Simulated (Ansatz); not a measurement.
# MoW2: the cost of one run

Program: Ansatz 0.2.0. Level of theory: DFT PBE, scalar-relativistic, plane waves, PAW. These are calculated values, not measurements.

**1. The system as given**

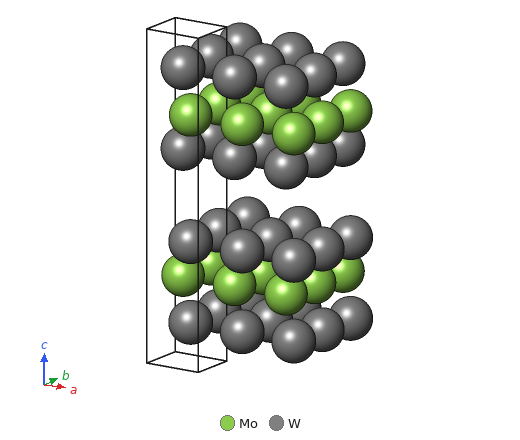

Start, viewed slightly off an axis; molybdenum green, tungsten grey. 3×3×1 cells are drawn.

Structure file:

```xyz
6
Lattice="3.0187 0.0000 0.0000 -1.5093 2.6143 0.0000 0.0000 0.0000 12.5842" Properties=species:S:1:pos:R:3 pbc="T T T"
Mo    0.0000    1.7428    3.1461
Mo    1.5093    0.8714    9.4382
W     0.0000    1.7428   10.9585
W     1.5093    0.8714    1.6257
W     1.5093    0.8714    4.6664
W     0.0000    1.7428    7.9178
```

Recipe of the guess: species swapped into a database cell of Te2W (P6_3/mmc, No. 194), with W on the Te sites and Mo on the W sites. The dimensions are guesses.

**2. The guess as it stands, on a coarse mesh**

Contents of input.yaml:

```yaml
crystal:
  lattice:
    - [3.01869766, 0.0, 0.0]
    - [-1.50934883, 2.61426886, 0.0]
    - [0.0, 0.0, 12.58422016]
  atoms:
    - { symbol: Mo, position: [0.33333333, 0.66666667, 0.25] }
    - { symbol: Mo, position: [0.66666667, 0.33333333, 0.75] }
    - { symbol: W, position: [0.33333333, 0.66666667, 0.8708151] }
    - { symbol: W, position: [0.66666667, 0.33333333, 0.1291849] }
    - { symbol: W, position: [0.66666667, 0.33333333, 0.3708151] }
    - { symbol: W, position: [0.33333333, 0.66666667, 0.6291849] }
basis:
  ecutwfc: 420
kpoints:
  mp_grid: { grid: [6, 6, 2] }
hamiltonian:
  xc: pbe
scf:
  occupations: { method: gaussian, width: 0.1 }
  lower_state_search: "off"
output:
  forces: true
  stress: true
  eigenvalues: true
```

Started as:

```bash
$ ansatz run input.yaml --threads 1 --pin off --max-ram 2560MiB --backend cpu --events-out ev --progress --plain --runs-dir out
```

What time and memory should one allow on 1 thread of Intel Xeon Platinum 8175M at 2.50GHz (Skylake/Cascade Lake), shared host?

About 5.3 s, with a peak of 0.43 GiB.
